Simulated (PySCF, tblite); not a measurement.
# C₈H₇FSi: infrared bands, NMR shifts and electronic excitations in gas and solvents, part 2 of 2

tblite 0.8.0 and PySCF 2.14.0. Atoms count from 0. The steps go on from the part before.

## Step 7: Nuclear shieldings: PBE/pcSseg-1

The job: settings as JSON, then the geometry in Å.

```
{"job": {"kind": "nmr", "xc": "PBE", "basis": "pcSseg-1", "pop": false}, "charge": 0, "multiplicity": 1}
F      0.677948     2.769229    -0.067613
C      0.916946     1.468025     0.107420
C      2.234160     1.021378     0.132547
C      2.491279    -0.335062     0.314722
C      1.437290    -1.242398     0.471682
C      0.123205    -0.788210     0.445065
C     -0.151521     0.587614     0.260280
C     -1.574337     0.965423     0.246061
C     -2.475740    -0.027052     0.407565
Si    -1.549283    -1.640526     0.613413
H      3.039435     1.747649     0.008000
H      3.525583    -0.686886     0.334684
H      1.657293    -2.303506     0.614234
H     -1.844992     2.016626     0.106031
H     -3.549844     0.169519     0.407872
H     -1.748506    -2.302386     1.939369
H     -1.818447    -2.652138    -0.453992
```

Level: GIAO PBE/pcSseg-1 NMR shielding, non-relativistic, gas phase.

The log of the run:

```text
coarse grid: 15744 points
cycle   1  E = -697.4990083422  dE =  1.358e+00  |g| = 6.725e-01  |ddm| = 4.381e+00
cycle   2  E = -697.2871157618  dE =  2.119e-01  |g| = 1.135e+00  |ddm| = 1.816e+00
cycle   3  E = -697.5849515334  dE = -2.978e-01  |g| = 2.783e-01  |ddm| = 1.308e+00
cycle   4  E = -697.6064919633  dE = -2.154e-02  |g| = 7.557e-02  |ddm| = 3.920e-01
cycle   5  E = -697.6079840314  dE = -1.492e-03  |g| = 3.079e-02  |ddm| = 1.193e-01
cycle   6  E = -697.6082080699  dE = -2.240e-04  |g| = 9.753e-03  |ddm| = 3.379e-02
cycle   7  E = -697.6082263015  dE = -1.823e-05  |g| = 5.299e-03  |ddm| = 1.428e-02
cycle   8  E = -697.6082342108  dE = -7.909e-06  |g| = 7.685e-04  |ddm| = 6.165e-03
final grid: 150800 points
cycle   9  E = -697.6975595845  dE = -3.864e-05  |g| = 1.342e-02  |ddm| = 7.209e-02
cycle  10  E = -697.6974589436  dE =  1.006e-04  |g| = 2.479e-02  |ddm| = 4.396e-02
cycle  11  E = -697.6976009736  dE = -1.420e-04  |g| = 4.620e-03  |ddm| = 3.202e-02
cycle  12  E = -697.6976055955  dE = -4.622e-06  |g| = 1.208e-03  |ddm| = 5.078e-03
cycle  13  E = -697.6976059321  dE = -3.366e-07  |g| = 4.306e-04  |ddm| = 1.507e-03
cycle  14  E = -697.6976059762  dE = -4.410e-08  |g| = 6.809e-05  |ddm| = 5.707e-04
cycle  15  E = -697.6976059771  dE = -8.906e-10  |g| = 4.582e-05  |ddm| = 1.344e-04
cycle  16  E = -697.6976059777  dE = -5.846e-10  |g| = 1.060e-05  |ddm| = 5.339e-05
converged SCF energy = -697.6976059777

GIAO shielding tensors (ppm)
atom      isotropic    diamagn.    paramagn.     s11        s22        s33       span
  0 F      273.032     477.305    -204.273    195.193    256.709    367.193    171.999
  1 C       14.965     246.732    -231.766    -54.686     24.135     75.447    130.134
  2 C       60.090     258.217    -198.127    -23.659     45.072    158.857    182.516
  3 C       47.762     254.497    -206.735    -54.991     36.843    161.434    216.425
  4 C       48.723     251.958    -203.236    -56.717     35.040    167.846    224.563
  5 C       41.288     255.719    -214.431    -38.540     -3.884    166.288    204.828
  6 C       39.865     262.575    -222.711    -30.300     13.250    136.643    166.943
  7 C       27.253     247.610    -220.357    -86.690     31.273    137.177    223.866
  8 C       50.432     260.565    -210.133    -52.052     41.168    162.179    214.231
  9 Si     375.248     883.414    -508.165    298.391    379.646    447.709    149.318
 10 H       24.245      29.261      -5.016     21.141     24.452     27.142      6.001
 11 H       23.995      29.412      -5.417     20.819     24.505     26.662      5.843
 12 H       23.833      30.781      -6.948     20.055     23.821     27.622      7.568
 13 H       23.428      31.227      -7.799     20.675     21.959     27.650      6.975
 14 H       24.884      29.096      -4.212     24.155     24.203     26.294      2.139
 15 H       26.188      28.125      -1.936     22.855     24.473     31.237      8.382
 16 H       26.190      28.494      -2.304     22.836     24.485     31.249      8.413
```

Run time: 55 s. Hardware: 1 thread of Arm Neoverse V1, shared host; peak memory 0.84 GiB.

Key values: δ C1 165.1, C7 152.8, C6 140.2, C5 138.7, H13 7.77, H12 7.36 ppm.

## Step 8: NMR shieldings: PBE0/pcSseg-1 in acetonitrile

The job, as its differences from that of step 7:

```diff
@@ -1,2 +1,2 @@
-{"job": {"kind": "nmr", "xc": "PBE", "basis": "pcSseg-1", "pop": false}, "charge": 0, "multiplicity": 1}
+{"job": {"kind": "nmr", "xc": "PBE0", "basis": "pcSseg-1", "solvent": "acetonitrile", "pop": true}, "charge": 0, "multiplicity": 1}
 F      0.677948     2.769229    -0.067613
```

With the program's defaults for keys left out, this is: GIAO PBE0/pcSseg-1 NMR shielding, non-relativistic, IEF-PCM acetonitrile.

The log of the run:

```text
coarse grid: 15744 points
cycle   1  E = -697.6218000969  dE =  1.683e+00  |g| = 5.300e-01  |ddm| = 4.281e+00
cycle   2  E = -697.5847754948  dE =  3.702e-02  |g| = 6.886e-01  |ddm| = 1.113e+00
cycle   3  E = -697.6808234300  dE = -9.605e-02  |g| = 9.001e-02  |ddm| = 6.207e-01
cycle   4  E = -697.6826597682  dE = -1.836e-03  |g| = 3.670e-02  |ddm| = 1.234e-01
cycle   5  E = -697.6830056976  dE = -3.459e-04  |g| = 1.001e-02  |ddm| = 4.426e-02
cycle   6  E = -697.6830276509  dE = -2.195e-05  |g| = 2.666e-03  |ddm| = 9.973e-03
cycle   7  E = -697.6830292598  dE = -1.609e-06  |g| = 5.652e-04  |ddm| = 2.509e-03
final grid: 150800 points
cycle   8  E = -697.7483839437  dE = -3.814e-05  |g| = 7.060e-03  |ddm| = 5.359e-02
cycle   9  E = -697.7483801287  dE =  3.815e-06  |g| = 8.710e-03  |ddm| = 1.604e-02
cycle  10  E = -697.7483965873  dE = -1.646e-05  |g| = 1.136e-03  |ddm| = 8.994e-03
cycle  11  E = -697.7483967956  dE = -2.083e-07  |g| = 1.802e-04  |ddm| = 1.330e-03
cycle  12  E = -697.7483968008  dE = -5.218e-09  |g| = 4.504e-05  |ddm| = 2.141e-04
cycle  13  E = -697.7483968012  dE = -3.060e-10  |g| = 2.620e-05  |ddm| = 6.516e-05
converged SCF energy = -697.7483968012

GIAO shielding tensors (ppm)
atom      isotropic    diamagn.    paramagn.     s11        s22        s33       span
  0 F      302.778     478.163    -175.385    230.100    293.320    384.915    154.815
  1 C       19.302     246.856    -227.554    -59.029     33.212     83.721    142.750
  2 C       61.099     258.347    -197.248    -25.597     42.462    166.431    192.028
  3 C       48.327     255.348    -207.020    -58.243     33.342    169.883    228.126
  4 C       49.184     251.761    -202.577    -60.631     31.807    176.376    237.006
  5 C       43.678     256.680    -213.002    -40.658     -3.090    174.783    215.441
  6 C       43.161     263.345    -220.184    -32.185     17.481    144.187    176.372
  7 C       29.111     248.193    -219.082    -94.371     37.331    144.372    238.743
  8 C       50.964     262.168    -211.204    -59.450     43.036    169.307    228.757
  9 Si     389.647     881.788    -492.140    317.764    394.033    457.145    139.381
 10 H       23.808      28.914      -5.106     20.269     24.369     26.786      6.517
 11 H       23.603      29.182      -5.579     20.146     24.450     26.214      6.068
 12 H       23.463      30.370      -6.906     19.370     23.784     27.237      7.867
 13 H       23.284      30.808      -7.525     20.234     21.822     27.795      7.561
 14 H       24.540      28.929      -4.390     23.552     23.901     26.166      2.614
 15 H       26.324      27.944      -1.620     22.883     24.531     31.559      8.676
 16 H       26.322      28.255      -1.933     22.858     24.539     31.569      8.711
```

Run time: 40 s. Hardware: 1 thread of Arm Neoverse V1, shared host; peak memory 1.1 GiB.

In short: δ C1 166.2, C7 156.4, C6 142.3, C5 141.8, H13 7.96, H12 7.78 ppm.

## Step 9: NMR shieldings: PBE0/pcSseg-1 in dimethylsulfoxide

The job, as its differences from that of step 8:

```diff
@@ -1,2 +1,2 @@
-{"job": {"kind": "nmr", "xc": "PBE0", "basis": "pcSseg-1", "solvent": "acetonitrile", "pop": true}, "charge": 0, "multiplicity": 1}
+{"job": {"kind": "nmr", "xc": "PBE0", "basis": "pcSseg-1", "solvent": "dimethylsulfoxide", "pop": false}, "charge": 0, "multiplicity": 1}
 F      0.677948     2.769229    -0.067613
```

With the program's defaults for keys left out, this is: GIAO PBE0/pcSseg-1 NMR shielding, non-relativistic, IEF-PCM dimethylsulfoxide.

The log of the run:

```text
coarse grid: 15744 points
cycle   1  E = -697.6218827600  dE =  1.683e+00  |g| = 5.299e-01  |ddm| = 4.281e+00
cycle   2  E = -697.5849521302  dE =  3.693e-02  |g| = 6.883e-01  |ddm| = 1.112e+00
cycle   3  E = -697.6808961053  dE = -9.594e-02  |g| = 8.979e-02  |ddm| = 6.199e-01
cycle   4  E = -697.6827219664  dE = -1.826e-03  |g| = 3.660e-02  |ddm| = 1.229e-01
cycle   5  E = -697.6830659694  dE = -3.440e-04  |g| = 9.977e-03  |ddm| = 4.409e-02
cycle   6  E = -697.6830877849  dE = -2.182e-05  |g| = 2.661e-03  |ddm| = 9.936e-03
cycle   7  E = -697.6830893891  dE = -1.604e-06  |g| = 5.615e-04  |ddm| = 2.502e-03
final grid: 150800 points
cycle   8  E = -697.7484434684  dE = -3.815e-05  |g| = 7.057e-03  |ddm| = 5.360e-02
cycle   9  E = -697.7484396791  dE =  3.789e-06  |g| = 8.702e-03  |ddm| = 1.603e-02
cycle  10  E = -697.7484561036  dE = -1.642e-05  |g| = 1.135e-03  |ddm| = 8.980e-03
cycle  11  E = -697.7484563117  dE = -2.082e-07  |g| = 1.799e-04  |ddm| = 1.329e-03
cycle  12  E = -697.7484563169  dE = -5.201e-09  |g| = 4.491e-05  |ddm| = 2.135e-04
cycle  13  E = -697.7484563172  dE = -3.051e-10  |g| = 2.600e-05  |ddm| = 6.484e-05
converged SCF energy = -697.7484563172

GIAO shielding tensors (ppm)
atom      isotropic    diamagn.    paramagn.     s11        s22        s33       span
  0 F      302.818     478.168    -175.349    230.165    293.359    384.931    154.765
  1 C       19.306     246.859    -227.553    -59.026     33.233     83.711    142.737
  2 C       61.088     258.343    -197.255    -25.604     42.422    166.446    192.050
  3 C       48.309     255.345    -207.036    -58.257     33.286    169.900    228.157
  4 C       49.166     251.753    -202.587    -60.647     31.743    176.401    237.048
  5 C       43.680     256.680    -213.000    -40.652     -3.094    174.785    215.437
  6 C       43.168     263.351    -220.183    -32.173     17.488    144.191    176.364
  7 C       29.112     248.191    -219.079    -94.373     37.328    144.382    238.755
  8 C       50.938     262.169    -211.231    -59.482     42.976    169.321    228.803
  9 Si     389.642     881.786    -492.144    317.758    394.039    457.128    139.370
 10 H       23.804      28.911      -5.107     20.264     24.366     26.782      6.519
 11 H       23.599      29.180      -5.580     20.141     24.446     26.210      6.069
 12 H       23.459      30.366      -6.907     19.365     23.781     27.233      7.868
 13 H       23.282      30.808      -7.525     20.232     21.822     27.793      7.561
 14 H       24.536      28.927      -4.391     23.547     23.898     26.162      2.615
 15 H       26.324      27.944      -1.620     22.882     24.530     31.558      8.676
 16 H       26.322      28.254      -1.933     22.858     24.538     31.569      8.711
```

Run time: 37 s. Hardware: 1 thread of Arm Neoverse V1, shared host; peak memory 1.1 GiB.

Key values: δ C1 166.2, C7 156.4, C6 142.3, C5 141.8, H13 7.96, H12 7.78 ppm.

## Step 10: Excited states and response: B3LYP/def2-SVPD in acetonitrile

The job, as its differences from that of step 9:

```diff
@@ -1,2 +1,2 @@
-{"job": {"kind": "nmr", "xc": "PBE0", "basis": "pcSseg-1", "solvent": "dimethylsulfoxide", "pop": false}, "charge": 0, "multiplicity": 1}
+{"job": {"kind": "uv", "xc": "B3LYP", "basis": "def2-SVPD", "solvent": "acetonitrile", "nstates": 6, "ntriplets": 0}, "charge": 0, "multiplicity": 1}
 F      0.677948     2.769229    -0.067613
```

With the program's defaults for keys left out, this is: TDDFT B3LYP/def2-SVPD, vertical, IEF-PCM acetonitrile (non-equilibrium linear response), core orbitals frozen in the response.

The log of the run:

```text
coarse grid: 15744 points
cycle   1  E = -697.8578307356  dE =  1.522e+00  |g| = 5.549e-01  |ddm| = 1.230e+01
cycle   2  E = -697.7979865775  dE =  5.984e-02  |g| = 7.606e-01  |ddm| = 3.096e+00
cycle   3  E = -697.9261083771  dE = -1.281e-01  |g| = 1.064e-01  |ddm| = 1.647e+00
cycle   4  E = -697.9287756701  dE = -2.667e-03  |g| = 4.314e-02  |ddm| = 4.521e-01
cycle   5  E = -697.9292774381  dE = -5.018e-04  |g| = 1.124e-02  |ddm| = 1.610e-01
cycle   6  E = -697.9293049621  dE = -2.752e-05  |g| = 3.430e-03  |ddm| = 3.735e-02
cycle   7  E = -697.9293077999  dE = -2.838e-06  |g| = 5.638e-04  |ddm| = 1.037e-02
final grid: 150800 points
cycle   8  E = -698.0410814089  dE = -4.720e-05  |g| = 5.780e-03  |ddm| = 3.365e-01
cycle   9  E = -698.0410745371  dE =  6.872e-06  |g| = 8.488e-03  |ddm| = 3.174e-02
cycle  10  E = -698.0410888106  dE = -1.427e-05  |g| = 7.667e-04  |ddm| = 1.588e-02
cycle  11  E = -698.0410889349  dE = -1.243e-07  |g| = 1.285e-04  |ddm| = 2.322e-03
cycle  12  E = -698.0410889384  dE = -3.540e-09  |g| = 5.993e-05  |ddm| = 8.202e-04
cycle  13  E = -698.0410889392  dE = -8.290e-10  |g| = 2.518e-05  |ddm| = 2.151e-04
converged SCF energy = -698.0410889392

Static polarisability (au): isotropic 170.368, principal 102.158 177.612 231.333

Singlet excitations
state   eV       nm        f      main configurations
  1   4.1669    297.5   0.15084   H->L 0.91
  2   4.6335    267.6   0.01379   H-1->L 0.80, H->L+1 0.14
  3   5.5095    225.0   0.40595   H->L+1 0.73, H-1->L 0.15
  4   5.6570    219.2   0.00059   H-3->L 0.98
  5   6.0499    204.9   0.05879   H-2->L 0.52, H->L+4 0.41
  6   6.0689    204.3   0.00290   H->L+2 0.69, H-4->L 0.25
```

It took 63 s on 1 thread of Arm Neoverse V1, shared host; peak memory 1.2 GiB.

Key values: HOMO -6.53 eV, LUMO -1.77 eV; lowest singlet 4.17 eV.

## Step 11: Comparing the runs: NMR shifts

Shifts (ppm) of some atoms, chosen among heavy atoms and hydrogens apart, with basis size and wall time:

| run | C3 | C4 | C8 | C2 | H11 | H10 | F0 | functions | time |
| --- | --- | --- | --- | --- | --- | --- | --- | --- | --- |
| PBE0/pcSseg-1 | 134.9 | 134.0 | 131.8 | 122.6 | 7.34 | 7.15 | -120.4 | 212 | 39 s |
| PBE/pcSseg-1 | 132.3 | 131.3 | 129.6 | 119.9 | 7.20 | 6.95 | -128.3 | 212 | 55 s |
| PBE0/pcSseg-1 in acetonitrile | 137.1 | 136.3 | 134.5 | 124.4 | 7.64 | 7.43 | -122.3 | 212 | 40 s |
| PBE0/pcSseg-1 in dimethylsulfoxide | 137.2 | 136.3 | 134.5 | 124.4 | 7.64 | 7.44 | -122.3 | 212 | 37 s |

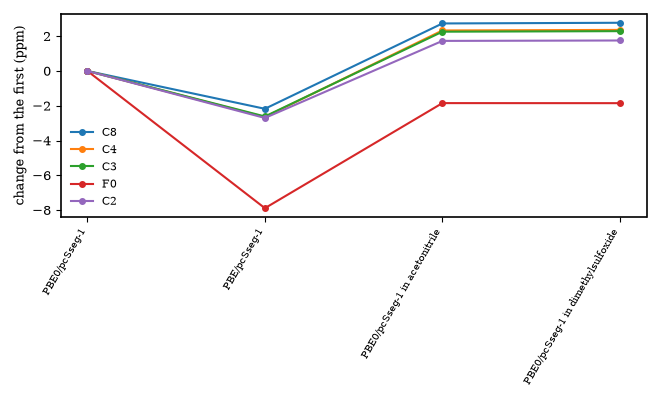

How five of the tabulated atoms move from run to run.

The continuum's effect on the ground state:

| solvent | ε | polarisation energy (Eh) | μ (D) |
| --- | --- | --- | --- |
| acetonitrile | 35.69 | -0.0055 | 1.36 |
| dimethylsulfoxide | 46.83 | -0.0055 | 1.36 |

## Step 12: Comparing the runs: electronic excitations

Excitations and ground-state properties, with basis size and wall time:

| run | lowest singlet (eV) | brightest (eV) | f | gap (eV) | α (Å³) | μ (D) | functions | time |
| --- | --- | --- | --- | --- | --- | --- | --- | --- |
| B3LYP/def2-SVPD | 4.19 | 5.57 | 0.278 | 4.74 | 17.63 | 0.97 | 263 | 4.9 min |
| B3LYP/def2-SVPD in acetonitrile | 4.17 | 5.51 | 0.406 | 4.76 | 25.25 | 1.32 | 263 | 63 s |

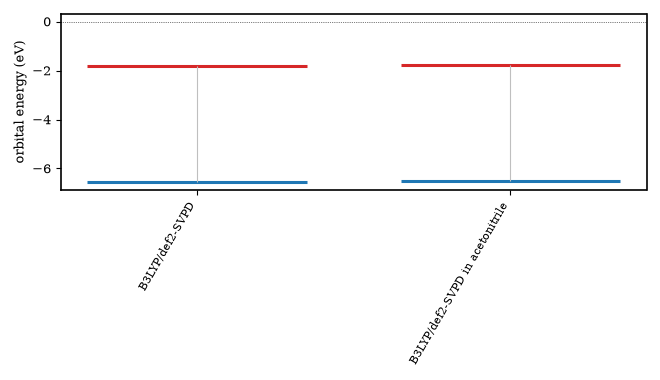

HOMO (blue) and LUMO (red) run by run.

## Step 13: Summary of results

This closing draws on all 2 parts.

| quantity | value |
| --- | --- |
| strongest single infrared mode (GFN2-xTB) | 2255 cm⁻¹, 461 km/mol |
| zero-point energy (GFN2-xTB) | 73.8 kcal/mol |
| point group | Cs |
| rotational constants (main isotopes) | 1.97, 1.06, 0.69 GHz |
| ¹³C shifts against TMS (PBE0/pcSseg-1) | 165.5, 155.3, 141.7, 140.8, 134.9, 134.0, 131.8, 122.6 ppm |
| ¹H shifts against TMS (PBE0/pcSseg-1, means over atoms taken as alike) | 7.84, 7.49, 7.34, 7.15, 6.42, 4.92 ppm |
| ¹⁹F shifts against CFCl3 (PBE0/pcSseg-1) | -120.4 ppm |
| ²⁹Si shifts against TMS (PBE0/pcSseg-1) | -38.0 ppm |
| lowest singlet (B3LYP/def2-SVPD) | 4.19 eV (296 nm), f = 0.109 |
| brightest single state of those computed | state 3, 5.57 eV, f = 0.278 |
| lowest triplet | 2.96 eV |
| vertical ionisation energy (ΔSCF) | 8.40 eV |
| vertical electron affinity (ΔSCF) | 0.09 eV |
| range of the shift of C8 (PBE0/pcSseg-1 runs) | 131.8 to 134.5 ppm |
| range of the lowest singlet | 4.17 to 4.19 eV |

The optimisation took 21 steps and gained 0.119 eV; among the close pairs (by a distance rule), Si9–H15 changed most, from 1.490 to 1.463 Å (GFN2-xTB). All 45 modes are real, so the xTB geometry is a minimum. The strongest single mode, at 2255 cm⁻¹, moves mainly H16 and H15. Unscaled tight-binding wavenumbers are off by several per cent, some by more. Its intensities can rank the bands wrongly. Over 6 steps the energy fell by 0.205 eV; of the close pairs, Si9–H15 changed most, 1.454 to 1.495 Å (PBE0/def2-SVP). NICS(1)zz of -25 ppm above the planar ring from C1 marks a diatropic (aromatic) ring current. The first singlet state (HOMO→LUMO 0.89) lies at 4.19 eV and is bright; of the 10 states computed, the strongest absorption comes from state 3 at 5.57 eV. The lowest triplet lies 1.22 eV below the lowest singlet (triplets in Tamm-Dancoff, singlets in full TDDFT). ΔSCF puts the ionisation energy at 8.40 eV, 1.83 eV above −ε(HOMO). At one level, PBE0/pcSseg-1: In ppm, C8 moves most: its shift spreads over 2.8 ppm, from 131.8 (PBE0/pcSseg-1) to 134.5 (PBE0/pcSseg-1 in dimethylsulfoxide). Part of that comes from the computed reference. The continuum holds electrostatics alone: no hydrogen bonds to the solvent, and the gas-phase geometry is kept. The lowest singlet runs from 4.17 eV (B3LYP/def2-SVPD in acetonitrile) to 4.19 eV (B3LYP/def2-SVPD), while the orbital gap spans 4.74 to 4.76 eV. The lowest state need not be the same one in every run. The runs solved for a few states only, so the brightest column depends on that window.
